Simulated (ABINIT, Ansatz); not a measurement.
**Quasiparticle gap of ScHO2 (P6_3/mmc) in ABINIT**

How does a plane-wave GW calculation on ScHO2 (P6_3/mmc) run from the first input to the gap?

Program: ABINIT 10.8.3. Level of theory: PBEsol and many-body steps on it, plane waves. Results are calculated unless marked as measured.

## Step 1: Set-up

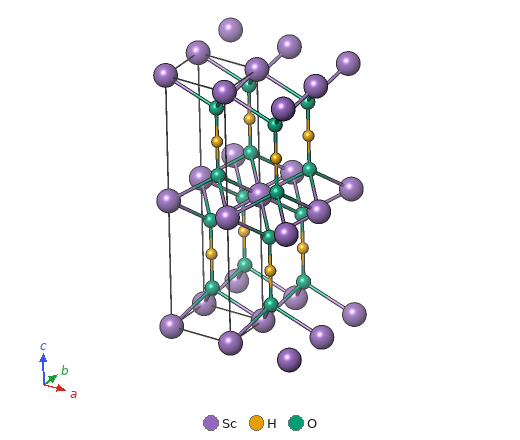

The starting structure, seen slightly off an axis (scandium purple, hydrogen orange, oxygen teal). 2×2×1 cells are drawn. Bonds to atoms that aren't drawn are left out. Some periodic images of atoms are drawn too.

The cell and positions are those that the Materials Project relaxed with its own functionals (PBE, PBE+U or r2SCAN), kept fixed.

## Step 2: Ground state

This step: ABINIT 10.8.3; DFT, PBEsol, plane waves, norm-conserving pseudopotentials.

The ground-state density comes first.

The input, run.abi:

```
acell 3*1.0 Angstrom
rprim 
  3.233532062406 -0.000000000001 0.000000000000
  -1.616766031202 2.800320909996 0.000000000000
  0.000000000000 0.000000000000 9.062126000000
ntypat 3
znucl 21 1 8
natom 8
typat 1 1 2 2 3 3 3 3
xred 
  0.000000000000 0.000000000000 0.500000000000
  0.000000000000 0.000000000000 0.000000000000
  0.666666666667 0.333333333333 0.750000000000
  0.333333333333 0.666666666667 0.250000000000
  0.666666666667 0.333333333333 0.615588000000
  0.666666666667 0.333333333333 0.884412000000
  0.333333333333 0.666666666667 0.115588000000
  0.333333333333 0.666666666667 0.384412000000
pp_dirpath "pseudos"
pseudos "Sc.upf, H.upf, O.upf"
ecut 36
ngkpt 6 6 2
nshiftk 1
shiftk 0 0 0
kptopt 1
chksymbreak 0
nband 32
occopt 1
tolvrs 1e-10
nstep 60
prtwf 0
optforces 0
optstress 0
indata_prefix "in"
outdata_prefix "out"
tmpdata_prefix "tmp"
```

On the command line:

```sh
$ OMP_NUM_THREADS=1 mpirun -n 4 abinit run.abi > log
```

Numbers of over 12 decimals in the logs are rounded to 6 here.

The log of the run:

```text
.Version 10.8.3 of ABINIT. v10.8.2 released Aug 2026.

 Symmetries : space group P6_3/m m c (#194); Bravais hP (primitive hexag.)
================================================================================
 Values of the parameters that define the memory need of the present run
     intxc =       0    ionmov =       0      iscf =       7    lmnmax =       6
     lnmax =       6     mgfft =      96  mpssoang =       3    mqgrid =    4626
     natom =       8  nloc_mem =       1    nspden =       1   nspinor =       1
    nsppol =       1      nsym =      24    n1xccc =    2501    ntypat =       3
    occopt =       1   xclevel =       2
-    mband =          32        mffmem =           1         mkmem =           4
       mpw =        5730          nfft =      124416          nkpt =          14
================================================================================
  Rough estimation (10% accuracy) of disk space for files :
================================================================================

--------------------------------------------------------------------------------
------------- Echo of variables that govern the present computation ------------
--------------------------------------------------------------------------------
 -outvars: echo values of preprocessed input variables --------
            acell      1.8897261259E+00  1.8897261259E+00  1.8897261259E+00 Bohr

      chksymbreak           0
             ecut      3.60000000E+01 Hartree
-          fftalg         312

              ixc     -116133
              kpt      0.00000000E+00  0.00000000E+00  0.00000000E+00
                       1.66666667E-01  0.00000000E+00  0.00000000E+00
                       3.33333333E-01  0.00000000E+00  0.00000000E+00
                       5.00000000E-01  0.00000000E+00  0.00000000E+00
                       1.66666667E-01  1.66666667E-01  0.00000000E+00
                       3.33333333E-01  1.66666667E-01  0.00000000E+00
                       3.33333333E-01  3.33333333E-01  0.00000000E+00
                       0.00000000E+00  0.00000000E+00  5.00000000E-01
                       1.66666667E-01  0.00000000E+00  5.00000000E-01
                       3.33333333E-01  0.00000000E+00  5.00000000E-01
                       5.00000000E-01  0.00000000E+00  5.00000000E-01
[...]
kptrlatt        6    0    0      0    6    0      0    0    2
          kptrlen      3.42498725E+01
P           mkmem           4
            natom           8
            nband          32
            ngfft          36      36      96
             nkpt          14
            nstep          60
             nsym          24
           ntypat           3
              occ      2.000000  2.000000  2.000000  2.000000  2.000000  2.000000
                       2.000000  2.000000  2.000000  2.000000  2.000000  2.000000
                       2.000000  2.000000  2.000000  2.000000  2.000000  2.000000
                       2.000000  2.000000  2.000000  2.000000  2.000000  2.000000
                       0.000000  0.000000  0.000000  0.000000  0.000000  0.000000
                       0.000000  0.000000
        optforces           0
        optstress           0
            prtwf           0
            rprim      3.2335320624E+00 -1.0000000000E-12  0.0000000000E+00
[...]
spgroup         194

           tolvrs      1.00000000E-10

             xred      0.0000000000E+00  0.0000000000E+00  5.0000000000E-01
[...]
znucl       21.00000    1.00000    8.00000

================================================================================

 chkinp: Checking input parameters for consistency.

================================================================================
== DATASET  1 ==================================================================
-   mpi_nproc: 4, omp_nthreads: 1 (-1 if OMP is not activated)

--- !DatasetInfo
iteration_state: {dtset: 1, }
dimensions: {natom: 8, nkpt: 14, mband: 32, nsppol: 1, nspinor: 1, nspden: 1, mpw: 5730, }
cutoff_energies: {ecut:  36.0, pawecutdg:  -1.0, }
electrons: {nelect:   4.80000000E+01, charge:   0.00000000E+00, occopt:   1.00000000E+00, tsmear:   1.00000000E-02, }

 Real(R)+Recip(G) space primitive vectors, cartesian coordinates (Bohr,Bohr^-1):
 R(1)=  6.1104900  0.0000000  0.0000000  G(1)=  0.1636530  0.0944851  0.0000000
 R(2)= -3.0552450  5.2918396  0.0000000  G(2)=  0.0000000  0.1889702  0.0000000
 R(3)=  0.0000000  0.0000000 17.1249363  G(3)=  0.0000000  0.0000000  0.0583944
 Unit cell volume ucvol=  5.5374737E+02 bohr^3
 Angles (23,13,12)=  9.00000000E+01  9.00000000E+01  1.20000000E+02 degrees

 getcut: wavevector=  0.0000  0.0000  0.0000  ngfft=  36  36  96
         ecut(hartree)=     36.000   => boxcut(ratio)=   2.07552

--- Pseudopotential description ------------------------------------------------
- Sc Generated using ONCVPSP code by D. R. Hamann
- 21.00000  11.00000  180301                  znucl, zion, pspdat
12 -116133 2 -1 1642                          pspcod,pspxc,lmax,lloc,mmax
     nproj     2     2     2
  pspatm : epsatm=   13.58981452
         --- l  ekb(1:nproj) -->
[...]
pspatm: atomic psp has been read  and splines computed

- H Generated using ONCVPSP code by D. R. Hamann
[...]
pspatm: atomic psp has been read  and splines computed

- O Generated using ONCVPSP code by D. R. Hamann
-  8.00000   6.00000  180301                  znucl, zion, pspdat
12 -116133 2 -1 936                           pspcod,pspxc,lmax,lloc,mmax
     nproj     2     2     1
  pspatm : epsatm=    6.22910120
         --- l  ekb(1:nproj) -->
[...]
2   -1.335834
 pspatm: atomic psp has been read  and splines computed

   2.53477158E+03                                ecore*ucvol(ha*bohr**3)
--------------------------------------------------------------------------------

_setup2: Arith. and geom. avg. npw (full set) are    5712.792    5712.784

================================================================================

--- !BeginCycle
iteration_state: {dtset: 1, }
solver: {iscf: 7, nstep: 60, nline: 4, wfoptalg: 0, }
tolerances: {tolvrs: 1.00E-10, }

     iter   Etot(hartree)      deltaE(h)  residm     vres2
 ETOT  1  -163.61917315036    -1.636E+02 1.080E-01 1.651E+03
 ETOT  2  -162.62847170729     9.907E-01 6.301E-02 5.800E+03
 ETOT  3  -164.17525643005    -1.547E+00 1.206E-02 8.806E+01
 ETOT  4  -164.18953249233    -1.428E-02 9.196E-03 2.326E+01
 ETOT  5  -164.19358640098    -4.054E-03 4.994E-03 9.156E-01
 ETOT  6  -164.19386424776    -2.778E-04 2.867E-03 7.006E-02
 ETOT  7  -164.19387921651    -1.497E-05 1.554E-03 5.800E-03
 ETOT  8  -164.19388024577    -1.029E-06 1.565E-03 8.292E-04
 ETOT  9  -164.19388035549    -1.097E-07 4.869E-04 2.526E-05
 ETOT 10  -164.19388035986    -4.375E-09 7.770E-04 1.566E-06
 ETOT 11  -164.19388036011    -2.500E-10 6.759E-04 7.381E-09
 ETOT 12  -164.19388036012    -4.206E-12 7.145E-04 1.311E-09
 ETOT 13  -164.19388036012    -2.728E-12 1.043E-03 1.317E-10
 ETOT 14  -164.19388036012     2.444E-12 9.903E-04 4.243E-12

 At SCF step   14       vres2   =  4.24E-12 < tolvrs=  1.00E-10 =>converged.

--- !ResultsGS
iteration_state: {dtset: 1, }
comment   : Summary of ground state results
lattice_vectors:
- [  6.1104900,  -0.0000000,   0.0000000, ]
- [ -3.0552450,   5.2918396,   0.0000000, ]
- [  0.0000000,   0.0000000,  17.1249363, ]
lattice_lengths: [   6.11049,    6.11049,   17.12494, ]
lattice_angles: [ 90.000,  90.000, 120.000, ] # degrees, (23, 13, 12)
lattice_volume:   5.5374737E+02
convergence: {deltae:  2.444E-12, res2:  4.243E-12, residm:  9.903E-04, diffor:  0.000E+00, }
etotal    :  -1.64193880E+02
entropy   :   0.00000000E+00
fermie    :   1.16128286E-01
cartesian_stress_tensor: null
pressure_GPa: null
xred      :
- [  0.0000E+00,   0.0000E+00,   5.0000E-01, Sc]
- [  0.0000E+00,   0.0000E+00,   5.5511E-17, Sc]
- [  6.6667E-01,   3.3333E-01,   7.5000E-01,  H]
- [  3.3333E-01,   6.6667E-01,   2.5000E-01,  H]
- [  6.6667E-01,   3.3333E-01,   6.1559E-01,  O]
- [  6.6667E-01,   3.3333E-01,   8.8441E-01,  O]
- [  3.3333E-01,   6.6667E-01,   1.1559E-01,  O]
- [  3.3333E-01,   6.6667E-01,   3.8441E-01,  O]
cartesian_forces: null
force_length_stats: {min: null, max: null, mean: null, }

 Integrated electronic density in atomic spheres:
 ------------------------------------------------
 Atom  Sphere_radius  Integrated_density
[...]
================================================================================

 ----iterations are completed or convergence reached----

 Mean square residual over all n,k,spin=   37.848E-07; max=  99.031E-05
 reduced coordinates (array xred) for    8 atoms
[...]
0.333333333333      0.666666666667      0.250000000000
       0.666666666667      0.333333333333      0.615588000000
       0.666666666667      0.333333333333      0.884412000000
       0.333333333333      0.666666666667      0.115588000000
       0.333333333333      0.666666666667      0.384412000000
 rms dE/dt=  0.0000E+00; max dE/dt=  0.0000E+00; dE/dt below (all hartree)
    1       0.000000000000      0.000000000000      0.000000000000
    2       0.000000000000      0.000000000000      0.000000000000
    3       0.000000000000      0.000000000000      0.000000000000
    4       0.000000000000      0.000000000000      0.000000000000
    5       0.000000000000      0.000000000000      0.000000000000
    6       0.000000000000      0.000000000000      0.000000000000
    7       0.000000000000      0.000000000000      0.000000000000
    8       0.000000000000      0.000000000000      0.000000000000

 cartesian coordinates (angstrom) at end:
    1      0.000000     0.000000     4.531063
    2      0.000000     0.000000     0.000000
    3      1.616766     0.933440     6.796595
    4      6.7e-13     1.866881     2.265531
    5      1.616766     0.933440     5.578536
    6      1.616766     0.933440     8.014653
    7      6.7e-13     1.866881     1.047473
    8      6.7e-13     1.866881     3.483590
 length scales=  1.889726125908  1.889726125908  1.889726125908 bohr
              =  1.000000000000  1.000000000000  1.000000000000 angstroms
 prteigrs : about to open file out_EIG
 Fermi (or HOMO) energy (hartree) =   0.11613   Average Vxc (hartree)=  -0.38396
 Eigenvalues (hartree) for nkpt=  14  k points:
 kpt#   1, nband= 32, wtk=  0.01389, kpt=  0.0000  0.0000  0.0000 (reduced coord)
  -1.61588   -1.61587   -0.83966   -0.83895   -0.82652   -0.82652   -0.82651   -0.82651
  -0.52451   -0.49394   -0.48272   -0.44273   -0.11871   -0.05206    0.02052    0.02472
   0.02472    0.03484    0.03484    0.09610    0.09610    0.11108    0.11263    0.11263
   0.28436    0.29167    0.29167    0.29465    0.29465    0.32441    0.33813    0.37743
 prteigrs : prtvol=0 or 1, do not print more k-points.

--- !EnergyTerms
iteration_state     : {dtset: 1, }
comment             : Components of total free energy in Hartree
kinetic             :  8.02112432457286E+01
hartree             :  4.40178647096224E+01
xc                  : -3.33230927710097E+01
Ewald energy        : -1.07875849477240E+02
psp_core            :  4.57748737721247E+00
local_psp           : -1.46101590503293E+02
non_local_psp       : -5.69994294113949E+00
total_energy        : -1.64193880360118E+02
total_energy_eV     : -4.46794309770557E+03
band_energy         : -1.95370940233860E+01

== END DATASET(S) ==============================================================
================================================================================

 -outvars: echo values of variables after computation  --------
           etotal     -1.6419388036E+02
            nband          32
             nkpt          14
          spgroup         194
 [... the other variables as echoed above ...]

 Calculation completed.
```

It took 41 s on 4 MPI ranks of Arm Neoverse V1, shared host; peak memory 0.38 GiB; 2.7 min of CPU time.

This step gave:

| Quantity | Value |
| --- | --- |
| total energy | -4467.9431 eV |
| gap | 3.692 eV |
| k of the valence top | 0.1667, 0, 0 |
| k of the conduction bottom | 0.5, 0, 0 |
| least direct gap | 4.082 eV |

The gap is indirect, with the least direct gap 0.39 eV higher.

(Continued in part 2 of 3.)

[Paths, hosts, dates, memory and timing lines, banners, echoed tables and standing remarks are left out of the program output.]

[Logs are printed without paths, hosts, clocks, repeated set-up lines and the standing remarks that a program may print on its own settings, such as how far it seeks lower states.]

[Runs of the session that timed out or met a known fault of the program may be left out.]

[Hosts, paths, dates, database ids (printed as entryN), source tags and the programs' standing remarks are cut or masked in the printed files.]

[G0W0 gaps are taken among the corrected bands and points alone; a level outside them can change the order at an edge.]

[Where Ansatz stands beside ABINIT at settings called matched, ABINIT's density can come from a denser mesh and the files from another edition; pairs whose starting gaps differed by over 0.03 eV were left out, so agreement reads better than it is.]
